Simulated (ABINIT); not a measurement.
# Beyond one shot: BN (Qingsongite)

How far does self-consistency move the gap of BN (Qingsongite)?

Main program and level: ABINIT 10.8.3; LDA and many-body steps on it, plane waves.

### 1. Starting point

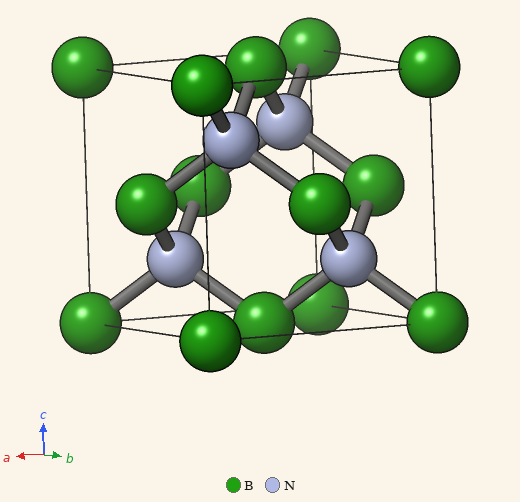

The starting structure, seen from a free direction (boron green, nitrogen light blue). This picture shows the conventional cell, with its axes. Bonds to atoms that aren't drawn are left out. Some periodic images of atoms are drawn too.

The cell and positions come from the Crystallography Open Database and are kept as given unless a step says otherwise.

### 2. Empty states on the mesh, 6×6×6 mesh, 42 bands

This step: ABINIT 10.8.3; DFT, LDA, plane waves, norm-conserving pseudopotentials.

The sums over transitions need many empty states on a uniform mesh; this step solves for them.

Input file run.abi:

```
acell 3*1.0 Angstrom
rprim 
  -0.000000000000 1.807500000000 1.807500000000
  1.807500000000 0.000000000000 1.807500000000
  1.807500000000 1.807500000000 -0.000000000000
ntypat 2
znucl 5 7
natom 2
typat 1 2
xred 
  0.000000000000 0.000000000000 0.000000000000
  0.250000000000 0.250000000000 0.250000000000
pp_dirpath "pseudos"
pseudos "B.upf, N.upf"
ecut 36
ngkpt 6 6 6
nshiftk 1
shiftk 0 0 0
kptopt 1
chksymbreak 0
irdden 1
istwfk *1
nband 42
prtvol 0
optdriver 6
gwr_task "HDIAGO"
paral_kgb 0
occopt 1
indata_prefix "in"
outdata_prefix "out"
tmpdata_prefix "tmp"
```

Run with:

```bash
$ OMP_NUM_THREADS=1 mpirun -n 4 abinit run.abi > log
```

Log:

```text
.Version 10.8.3 of ABINIT. v10.8.2 released Aug 2026.

 Symmetries : space group F-4 3 m (#216); Bravais cF (face-center cubic)
[... echo of the input left out ...]
== DATASET  1 ==================================================================
-   mpi_nproc: 4, omp_nthreads: 1 (-1 if OMP is not activated)

--- !DatasetInfo
iteration_state: {dtset: 1, }
dimensions: {natom: 2, nkpt: 16, mband: 42, nsppol: 1, nspinor: 1, nspden: 1, mpw: 869, }
cutoff_energies: {ecut:  36.0, pawecutdg:  -1.0, }
[...]
Indirect band gap semiconductor
 Fundamental gap:     4.420 (eV)
   VBM:     8.006 (eV) at k: [ 0.0000E+00,  0.0000E+00,  0.0000E+00]
   CBM:    12.426 (eV) at k: [ 5.0000E-01,  5.0000E-01,  0.0000E+00]
 Direct gap:         8.748 (eV) at k: [ 0.0000E+00,  0.0000E+00,  0.0000E+00]

== END DATASET(S) ==============================================================
================================================================================

 -outvars: echo values of variables after computation  --------
           etotal      0.0000000000E+00
            nband          42
             nkpt          16
          spgroup         216
 [... the other variables as echoed above ...]

 Calculation completed.
```

It took 8.5 s on 4 MPI ranks of Arm Neoverse N1, shared host; peak memory 0.37 GiB.

This step gave:

```
gap                                                           : 4.420 eV
k of the valence top                                          : 0, 0, 0
k of the conduction bottom                                    : 0.5, 0.5, 0
least direct gap                                              : 8.748 eV
k points computed                                             : 16
lowest point of the top converged band, above the valence top : 88.6161 eV
```

On this mesh the gap is 4.420 eV.

The density comes from a self-consistent run that is not shown.

### 3. Screening, 6×6×6 mesh, 34 bands, screening to 130.6 eV

The RPA dielectric matrix is built and inverted for each q.

This step: RPA screening on LDA, plane waves, norm-conserving pseudopotentials.

run.abi, as its differences from that of step 2:

```diff
@@ -20,10 +20,11 @@
 chksymbreak 0
-irdden 1
 istwfk *1
-nband 42
-prtvol 0
-optdriver 6
-gwr_task "HDIAGO"
-paral_kgb 0
 occopt 1
+irdwfk 1
+optdriver 3
+nband 34
+ecuteps 4.8
+inclvkb 2
+awtr 1
+symchi 1
 indata_prefix "in"
```

Log:

```text
.Version 10.8.3 of ABINIT. v10.8.2 released Aug 2026.

 Symmetries : space group F-4 3 m (#216); Bravais cF (face-center cubic)
[... echo of the input left out ...]
== DATASET  1 ==================================================================
-   mpi_nproc: 4, omp_nthreads: 1 (-1 if OMP is not activated)

--- !DatasetInfo
iteration_state: {dtset: 1, }
dimensions: {natom: 2, nkpt: 16, mband: 34, nsppol: 1, nspinor: 1, nspden: 1, mpw: 869, }
cutoff_energies: {ecut:  36.0, pawecutdg:  -1.0, }
electrons: {nelect:   8.00000000E+00, charge:   0.00000000E+00, occopt:   1.00000000E+00, tsmear:   1.00000000E-02, }

 SCREENING: Calculation of the susceptibility and dielectric matrices

 Based on a program developped by R.W. Godby, V. Olevano, G. Onida, and L. Reining.
 Incorporated in ABINIT by V. Olevano, G.-M. Rignanese, and M. Torrent.
.Using double precision arithmetic ; gwpc =  8

[... cell and pseudopotentials left out ...]
--------------------------------------------------------------------------------

 ==== K-mesh for the wavefunctions ====
 Number of points in the irreducible wedge :    16
[... list of points left out ...]
 Together with 24 symmetry operations and time-reversal symmetry
 yields   216 points in the full Brillouin Zone.

 ==== Q-mesh for the screening function ====
 Number of points in the irreducible wedge :    16
[... list of points left out ...]
 Together with 24 symmetry operations and time-reversal symmetry
 yields   216 points in the full Brillouin Zone.

 setmesh: FFT mesh size selected  =    18x   18x   18
          total number of points  =         5832

 vcoul_init : cutoff-mode = AUXILIARY_FUNCTION
 q-points for optical limit:   1
     1)      0.000010    0.000020    0.000030

- screening: taking advantage of time-reversal symmetry
- Maximum band index for partially occupied states nbvw = 4
- Remaining bands to be divided among processors   nbcw = 30
- Number of bands treated by each node ~7

 Number of electrons calculated from density =    8.0000; Expected =    8.0000
 average of density, n =  0.100376
 r_s =    1.3348
 omega_plasma =   30.5612 [eV]

 calculating chi0 at frequencies [eV] :
  1    0.000000E+00    0.000000E+00
  2    0.000000E+00    3.056116E+01

--------------------------------------------------------------------------------
  q-point number  1        q = ( 0.000000, 0.000000, 0.000000) [r.l.u.]
--------------------------------------------------------------------------------
[... chi0 elements left out ...]
 For q-point:  0.000010 0.000020 0.000030
  dielectric constant =   4.4689
  dielectric constant without local fields =   4.7876

  Average fulfillment of the sum rule on Im[epsilon] for q-point    1 :     70.91  [%]
[... wings left out ...]
  q-point number  2        q = ( 0.166667, 0.000000, 0.000000) [r.l.u.]
--------------------------------------------------------------------------------
[... chi0 elements left out ...]
  Average fulfillment of the sum rule on Im[epsilon] for q-point    2 :     90.85  [%]

 [... 14 further q-points ...]
```

It took 11 s on 4 MPI ranks; peak memory 0.32 GiB; 43 s of CPU time.

Numbers from this step:

```
ε∞ with local fields, on this mesh, along the program's q direction : 4.469
the same without local fields                                       : 4.788
plasma frequency                                                    : 30.56 eV
plane waves in the screening matrix                                 : 51
```

Local fields lower ε∞ by 7 %. On a Γ-centred mesh this coarse the value itself is usually too large, while a short band sum pulls it down.

### 4. G0W0

The self-energy is evaluated for the states that the input lists, and the levels follow from it, in one-shot runs by the linearised quasiparticle equation.

This step: G0W0 on LDA, plane waves, norm-conserving pseudopotentials.

run.abi, as its differences from that of step 3:

```diff
@@ -23,8 +23,17 @@
 irdwfk 1
-optdriver 3
+optdriver 4
 nband 34
+gwcalctyp 0
+ecutsigx 36
+symsigma 1
+nkptgw 2
+kptgw 
+  0.0000000000 0.0000000000 0.0000000000
+  0.5000000000 0.5000000000 0.0000000000
+bdgw 
+  2 7
+  3 6
 ecuteps 4.8
-inclvkb 2
-awtr 1
-symchi 1
+irdscr 1
+ppmodel 1
 indata_prefix "in"
```

Log:

```text
.Version 10.8.3 of ABINIT. v10.8.2 released Aug 2026.

 Symmetries : space group F-4 3 m (#216); Bravais cF (face-center cubic)
[... echo of the input left out ...]
== DATASET  1 ==================================================================
-   mpi_nproc: 4, omp_nthreads: 1 (-1 if OMP is not activated)

--- !DatasetInfo
iteration_state: {dtset: 1, }
dimensions: {natom: 2, nkpt: 16, mband: 34, nsppol: 1, nspinor: 1, nspden: 1, mpw: 869, }
cutoff_energies: {ecut:  36.0, pawecutdg:  -1.0, }
electrons: {nelect:   8.00000000E+00, charge:   0.00000000E+00, occopt:   1.00000000E+00, tsmear:   1.00000000E-02, }

 SIGMA: Calculation of the GW corrections

 Based on a program developped by R.W. Godby, V. Olevano, G. Onida, and L. Reining.
 Incorporated in ABINIT by V. Olevano, G.-M. Rignanese, and M. Torrent.
.Using double precision arithmetic ; gwpc =  8

[... cell and pseudopotentials left out ...]
--------------------------------------------------------------------------------

 ==== K-mesh for the wavefunctions ====
 Number of points in the irreducible wedge :    16
[... list of points left out ...]
 Together with 24 symmetry operations and time-reversal symmetry
 yields   216 points in the full Brillouin Zone.

 ==== Q-mesh for screening function ====
 Number of points in the irreducible wedge :    16
[... list of points left out ...]
 Together with 24 symmetry operations and time-reversal symmetry
 yields   216 points in the full Brillouin Zone.

 vcoul_init : cutoff-mode = AUXILIARY_FUNCTION
 q-points for optical limit:   1
     1)      0.000010    0.000020    0.000030
 setmesh: FFT mesh size selected  =    25x   25x   25
          total number of points  =        15625

 Number of electrons calculated from density =    8.0000; Expected =    8.0000
 average of density, n =  0.100376
 r_s =    1.3348
 omega_plasma =   30.5612 [eV]

 === KS Band Gaps ===
  >>>> For spin  1
   Minimum direct gap =   8.7475 [eV], located at k-point      :   0.0000  0.0000  0.0000
   Fundamental gap    =   4.4200 [eV], Top of valence bands at :   0.0000  0.0000  0.0000
                                       Bottom of conduction at :   0.5000  0.5000  0.0000
 SIGMA fundamental parameters:
 PLASMON POLE MODEL  1
 number of plane-waves for SigmaX                  869
 number of plane-waves for SigmaC and W             51
 number of plane-waves for wavefunctions           869
 number of bands                                    34
 number of independent spin polarizations            1
 number of spinorial components                      1
 number of k-points in IBZ                          16
 number of q-points in IBZ                          16
 number of symmetry operations                      24
 number of k-points in BZ                          216
 number of q-points in BZ                          216
 number of frequencies for dSigma/dE                 9
 frequency step for dSigma/dE [eV]                0.25
 number of omega for Sigma on real axis              0
 max omega for Sigma on real axis  [eV]           0.00
 zcut for avoiding poles [eV]                     0.10

 EPSILON^-1 parameters (SCR file):
 dimension of the eps^-1 matrix on file             51
 dimension of the eps^-1 matrix used                51
 number of plane-waves for wavefunctions           869
 number of bands                                    34
 number of q-points in IBZ                          16
 number of frequencies                               2
 number of real frequencies                          1
 number of imag frequencies                          1

 matrix elements of self-energy operator (all in [eV])

 Perturbative Calculation

--- !SelfEnergy_ee
iteration_state: {dtset: 1, }
kpoint     : [   0.000,    0.000,    0.000, ]
spin       : 1
KS_gap     :    8.748
QP_gap     :   10.830
Delta_QP_KS:    2.083
data: !SigmaeeData |
     Band     E0 <VxcDFT>   SigX SigC(E0)      Z dSigC/dE  Sig(E)    E-E0       E
        2   8.006 -18.334 -22.055   2.960   0.829  -0.206 -18.965  -0.631   7.375
        3   8.006 -18.334 -22.055   2.960   0.829  -0.206 -18.965  -0.631   7.375
        4   8.006 -18.334 -22.055   2.960   0.829  -0.206 -18.965  -0.631   7.375
        5  16.753 -13.840  -7.141  -4.977   0.843  -0.187 -12.388   1.452  18.205
        6  16.753 -13.840  -7.141  -4.977   0.843  -0.187 -12.388   1.452  18.205
        7  16.753 -13.840  -7.141  -4.977   0.843  -0.187 -12.388   1.452  18.205

--- !SelfEnergy_ee
iteration_state: {dtset: 1, }
kpoint     : [   0.500,    0.500,    0.000, ]
spin       : 1
KS_gap     :    9.351
QP_gap     :   11.433
Delta_QP_KS:    2.082
data: !SigmaeeData |
     Band     E0 <VxcDFT>   SigX SigC(E0)      Z dSigC/dE  Sig(E)    E-E0       E
        3   3.075 -16.416 -21.623   3.872   0.820  -0.220 -17.510  -1.094   1.981
        4   3.075 -16.416 -21.623   3.872   0.820  -0.220 -17.510  -1.094   1.981
        5  12.426 -12.866  -7.423  -4.286   0.854  -0.170 -11.878   0.988  13.414
        6  17.261 -12.887  -6.730  -4.843   0.851  -0.175 -11.768   1.119  18.379

== END DATASET(S) ==============================================================
================================================================================

 -outvars: echo values of variables after computation  --------
           etotal      0.0000000000E+00
            nband          34
             nkpt          16
          spgroup         216
 [... the other variables as echoed above ...]

 Calculation completed.
```

It took 3.4 s on 4 MPI ranks; peak memory 0.33 GiB.

This step gave:

```yaml
g0w0_gap_on_the_points_computed: 6.039 eV
starting_gap_on_the_mesh: 4.420 eV
k_of_the_valence_top: 0, 0, 0
k_of_the_conduction_bottom: 0.5, 0.5, 0
z_at_the_valence_top: 0.829
z_at_the_conduction_bottom: 0.854
least_direct_g0w0_gap_on_the_computed_points: 10.83 eV
```

The gap on the mesh goes from 4.42 eV to 6.04 eV, a correction of +1.62 eV.

### 5. evGW0, cycle 1

This step: evGW0 on LDA, plane waves, norm-conserving pseudopotentials.

run.abi, as its differences from that of step 4:

```diff
@@ -25,12 +25,40 @@
 nband 34
-gwcalctyp 0
+gwcalctyp 10
 ecutsigx 36
 symsigma 1
-nkptgw 2
+nkptgw 16
 kptgw 
   0.0000000000 0.0000000000 0.0000000000
+  0.1666666667 0.0000000000 0.0000000000
+  0.3333333333 0.0000000000 0.0000000000
+  0.5000000000 0.0000000000 0.0000000000
+  0.1666666667 0.1666666667 0.0000000000
+  0.3333333333 0.1666666667 0.0000000000
+  0.5000000000 0.1666666667 0.0000000000
+  -0.3333333333 0.1666666667 0.0000000000
+  -0.1666666667 0.1666666667 0.0000000000
+  0.3333333333 0.3333333333 0.0000000000
+  0.5000000000 0.3333333333 0.0000000000
+  -0.3333333333 0.3333333333 0.0000000000
   0.5000000000 0.5000000000 0.0000000000
+  0.5000000000 0.3333333333 0.1666666667
+  -0.3333333333 0.3333333333 0.1666666667
+  -0.3333333333 0.5000000000 0.1666666667
 bdgw 
-  2 7
-  3 6
+  1 8
+  1 8
+  1 8
+  1 8
+  1 8
+  1 8
+  1 8
+  1 8
+  1 8
+  1 8
+  1 8
+  1 8
+  1 8
+  1 8
+  1 8
+  1 8
 ecuteps 4.8
```

Log:

```text
.Version 10.8.3 of ABINIT. v10.8.2 released Aug 2026.

 Symmetries : space group F-4 3 m (#216); Bravais cF (face-center cubic)
[... echo of the input left out ...]
== DATASET  1 ==================================================================
-   mpi_nproc: 4, omp_nthreads: 1 (-1 if OMP is not activated)

--- !DatasetInfo
iteration_state: {dtset: 1, }
dimensions: {natom: 2, nkpt: 16, mband: 34, nsppol: 1, nspinor: 1, nspden: 1, mpw: 869, }
cutoff_energies: {ecut:  36.0, pawecutdg:  -1.0, }
electrons: {nelect:   8.00000000E+00, charge:   0.00000000E+00, occopt:   1.00000000E+00, tsmear:   1.00000000E-02, }

 SIGMA: Calculation of the GW corrections

 Based on a program developped by R.W. Godby, V. Olevano, G. Onida, and L. Reining.
 Incorporated in ABINIT by V. Olevano, G.-M. Rignanese, and M. Torrent.
.Using double precision arithmetic ; gwpc =  8

[... cell and pseudopotentials left out ...]
--------------------------------------------------------------------------------

 ==== K-mesh for the wavefunctions ====
 Number of points in the irreducible wedge :    16
[... list of points left out ...]
 Together with 24 symmetry operations and time-reversal symmetry
 yields   216 points in the full Brillouin Zone.

 ==== Q-mesh for screening function ====
 Number of points in the irreducible wedge :    16
[... list of points left out ...]
 Together with 24 symmetry operations and time-reversal symmetry
 yields   216 points in the full Brillouin Zone.

 vcoul_init : cutoff-mode = AUXILIARY_FUNCTION
 q-points for optical limit:   1
     1)      0.000010    0.000020    0.000030
 setmesh: FFT mesh size selected  =    25x   25x   25
          total number of points  =        15625

 Number of electrons calculated from density =    8.0000; Expected =    8.0000
[...]
QP_gap     :   16.413
Delta_QP_KS:    2.503
data: !SigmaeeData |
     Band     E_DFT   <VxcDFT>   E(N-1)  <Hhartree>   SigX  SigC[E(N-1)]    Z     dSigC/dE  Sig[E(N)]  DeltaE  E(N)_pert E(N)_diago
[...]
--- !SelfEnergy_ee
iteration_state: {dtset: 1, }
kpoint     : [  -0.333,    0.500,    0.167, ]
spin       : 1
KS_gap     :   13.901
QP_gap     :   16.334
Delta_QP_KS:    2.433
data: !SigmaeeData |
     Band     E_DFT   <VxcDFT>   E(N-1)  <Hhartree>   SigX  SigC[E(N-1)]    Z     dSigC/dE  Sig[E(N)]  DeltaE  E(N)_pert E(N)_diago
[...]
7    22.977   -15.280    22.977    38.258    -6.654    -6.508     0.809    -0.236   -13.567     1.713    24.691    25.096
        8    24.653   -15.692    24.653    40.345    -6.704    -6.678     0.808    -0.237   -13.825     1.867    26.520    26.963

 New Fermi energy :        3.826938E-01 Ha ,    1.041363E+01 eV
 New Exchange energy :    -3.376250E+00 Ha ,   -9.187243E+01 eV

 === QP Band Gaps ===
  >>>> For spin  1
   Minimum direct gap =  11.2314 [eV], located at k-point      :   0.0000  0.0000  0.0000
   Fundamental gap    =   6.3374 [eV], Top of valence bands at :   0.0000  0.0000  0.0000
                                       Bottom of conduction at :   0.5000  0.5000  0.0000

 writing QP data on file : out_QPS

 Convergence of QP corrections
 >>>>> For spin  1 <<<<<
.  kptgw no:  1; Maximum DeltaE = (  -1.600   0.009) for band index:  1
.  kptgw no:  2; Maximum DeltaE = (  -1.694  -0.006) for band index:  1
.  kptgw no:  3; Maximum DeltaE = (   1.824   0.001) for band index:  8
[...]
.  kptgw no: 15; Maximum DeltaE = (   1.834  -0.000) for band index:  7
.  kptgw no: 16; Maximum DeltaE = (   1.867  -0.006) for band index:  8

== END DATASET(S) ==============================================================
================================================================================

 -outvars: echo values of variables after computation  --------
           etotal      0.0000000000E+00
            nband          34
             nkpt          16
          spgroup         216
 [... the other variables as echoed above ...]

 Calculation completed.
```

Elapsed: 38 s, on 4 MPI ranks; peak memory 0.47 GiB; 2.5 min of CPU time.

Numbers from this step:

```yaml
quasiparticle_gap_on_the_mesh: 6.337 eV
gap_of_the_density_functional_on_the_mesh: 4.420 eV
k_of_the_valence_top: 0, 0, 0
k_of_the_conduction_bottom: 0.5, 0.5, 0
z_at_the_valence_top: 0.829
z_at_the_conduction_bottom: 0.854
least_direct_quasiparticle_gap_on_the_computed_points: 11.23 eV
```

Against G0W0 in ABINIT (6×6×6 mesh, 34 bands, screening to 130.6 eV, Godby-Needs plasmon pole), the gap moves by +0.298 eV. This first cycle still uses the starting levels; it takes the full correction, at all points of the mesh, and its linearised value is 6.039 eV.

### 6. evGW0, cycle 2

The corrected levels of the last cycle go back in.

run.abi, as its differences from that of step 5:

```diff
@@ -66,2 +66,3 @@
 ppmodel 1
+irdqps 1
 indata_prefix "in"
```

Log:

```text
.Version 10.8.3 of ABINIT. v10.8.2 released Aug 2026.

 Symmetries : space group F-4 3 m (#216); Bravais cF (face-center cubic)
[... echo of the input left out ...]
== DATASET  1 ==================================================================
-   mpi_nproc: 4, omp_nthreads: 1 (-1 if OMP is not activated)

--- !DatasetInfo
iteration_state: {dtset: 1, }
dimensions: {natom: 2, nkpt: 16, mband: 34, nsppol: 1, nspinor: 1, nspden: 1, mpw: 869, }
cutoff_energies: {ecut:  36.0, pawecutdg:  -1.0, }
[...]
.  kptgw no:  3; Maximum DeltaE = (  -0.161   0.003) for band index:  8
[...]
.  kptgw no: 15; Maximum DeltaE = (  -0.160  -0.000) for band index:  7
.  kptgw no: 16; Maximum DeltaE = (  -0.168  -0.001) for band index:  8

== END DATASET(S) ==============================================================
================================================================================

 -outvars: echo values of variables after computation  --------
           etotal      0.0000000000E+00
            nband          34
             nkpt          16
          spgroup         216
 [... the other variables as echoed above ...]

 Calculation completed.
```

Run time: 39 s. Hardware: 4 MPI ranks; peak memory 0.47 GiB.

This step gave:

```yaml
quasiparticle_gap_on_the_mesh: 6.257 eV
gap_of_the_density_functional_on_the_mesh: 4.420 eV
k_of_the_valence_top: 0, 0, 0
k_of_the_conduction_bottom: 0.5, 0.5, 0
least_direct_quasiparticle_gap_on_the_computed_points: 11.10 eV
```

Against the cycle before, the gap moves by −0.080 eV.

(Part 1 of 3 ends here.)

[Paths, hosts, dates, memory and timing lines, banners, echoed tables and standing remarks are left out of the program output.]

[Logs are printed without paths, hosts, clocks, repeated set-up lines and the standing remarks that a program may print on its own settings, such as how far it seeks lower states.]

[Runs of the session that timed out or met a known fault of the program may be left out.]

[Hosts, paths, dates, database ids (printed as entryN), source tags and the programs' standing remarks are cut or masked in the printed files.]

[G0W0 gaps are taken among the corrected bands and points alone; a level outside them can change the order at an edge.]

[Where Ansatz stands beside ABINIT at settings called matched, ABINIT's density can come from a denser mesh and the files from another edition; pairs whose starting gaps differed by over 0.03 eV were left out, so agreement reads better than it is.]
